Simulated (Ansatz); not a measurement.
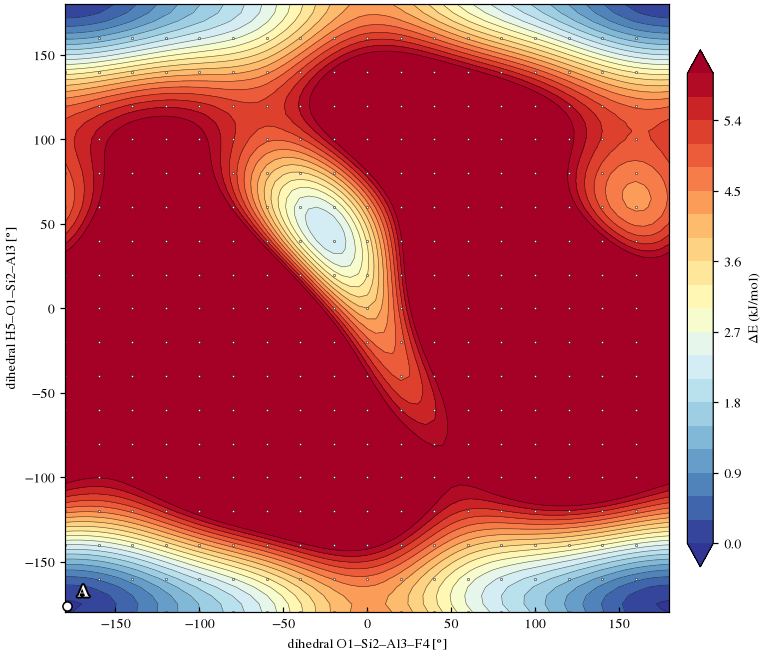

AlFH₄OSi, SMILES O[SiH2][AlH][F]. 
- The first coordinate is: dihedral O1–Si2–Al3–F4; the second: dihedral H5–O1–Si2–Al3.
- Nothing is relaxed (all other coordinates rigid).
- The scan uses an 18 × 18 grid.
- Points are written as (first, second).
- Energies are in kJ/mol, from the lowest grid point.
- These are results of Ansatz 0.2.0, RHF/def2-SVP, not measurements.

Drawn: filled contours, dots at the grid points, one colour for all values above the top of the scale, the well A. Between grid points the surface is interpolated.

> Estimate the position of the minimum and the force constants in these coordinates. Take the well at A.

The interpolated minimum is at dihedral O1–Si2–Al3–F4 ≈ −179°, dihedral H5–O1–Si2–Al3 ≈ −176°. The curvatures there are about 0.029 eV/rad² and 0.15 eV/rad², with a cross term of about 0 eV/rad². Round the minimum the two coordinates are nearly uncoupled. (1 eV is 96.5 kJ/mol.)
